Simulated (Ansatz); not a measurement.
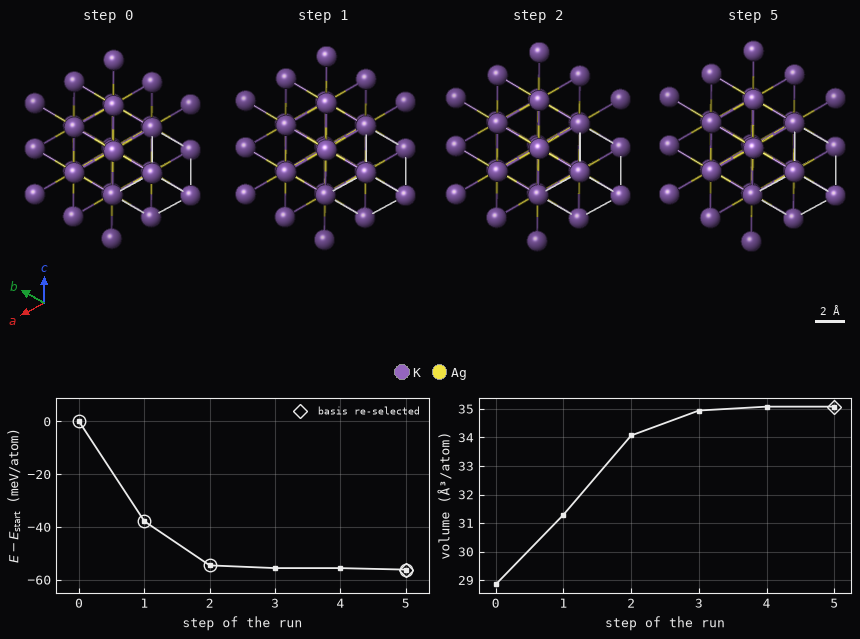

Frames of a relaxation of crystalline KAg (built on the caesium chloride_221 type), marked on the history of the run. The picture is a ball-and-stick view of the cell of the calculation, repeated 2 × 2 × 2 with one cell outlined, seen from a free direction.

Case: caesium chloride type (Pm-3m, No. 221).

Method: Ansatz 0.2.0, DFT PBE, scalar-relativistic, plane waves, PAW.

Input file:
```yaml
crystal:
  lattice:
    - [3.864212267, 0.0, 0.0]
    - [0.0, 3.864212267, 0.0]
    - [0.0, 0.0, 3.864212267]
  atoms:
    - { symbol: K, position: [0.0, 0.0, 0.0] }
    - { symbol: Ag, position: [0.5, 0.5, 0.5] }
basis:
  ecutwfc: 420
kpoints:
  mp_grid: { grid: [14, 14, 14] }
hamiltonian:
  xc: pbe
scf:
  occupations: { method: gaussian, width: 0.1 }
output:
  forces: true
  stress: true
  eigenvalues: true
relax:
  adjacent_minimum: "off"
  f_tol: 0.01
  max_steps: 80
  cell: { stress_tol: 0.05 }
```

Run as
```bash
ansatz run input.yaml --threads 1 --pin off --max-ram 2560MiB --backend cpu --events-out ev --progress --plain --runs-dir out
```

Question: Describe the path.

Answer: The energy falls by 56.1 meV per atom in 4 accepted moves (5 points after the start). All forces vanish by symmetry, so only the cell relaxes. Pressure: 3.44 GPa at the start and 0.02 GPa at the end. At 1 point the geometry stayed and the basis and grid were re-selected for the new cell (energy shift of 0.6 meV per atom at most each time). No atom moves by more than 0.005 Å relative to the cell. Cell: a = b = c 3.864 → 4.124 Å (+6.7 %). Volume +21.6 %. Some distances before and after: K1–Ag2 3.347 → 3.572 Å. The space group stays Pm-3m (No. 221). The run took 20 s on 1 thread of Intel(R) Xeon(R) 6975P-C (Granite Rapids), on a shared host, peak memory 0.47 GiB. From step 0 to 1: volume +8.5 %, energy −37.8 meV per atom. From step 1 to 2: volume +8.9 %, energy −16.7 meV per atom. From step 2 to 5: volume +3.0 %, energy −1.6 meV per atom.

| step | E − E(0), meV/atom | pressure, GPa | volume, Å³/atom | note |
| --- | --- | --- | --- | --- |
| 0 | 0.00 | 3.44 | 28.850 |  |
| 1 | -37.81 | 1.69 | 31.291 |  |
| 2 | -54.52 | 0.37 | 34.068 |  |
| 3 | -55.55 | 0.05 | 34.942 |  |
| 4 | -55.56 | 0.00 | 35.078 |  |
| 5 | -56.13 | 0.02 | 35.078 | same geometry, new basis |
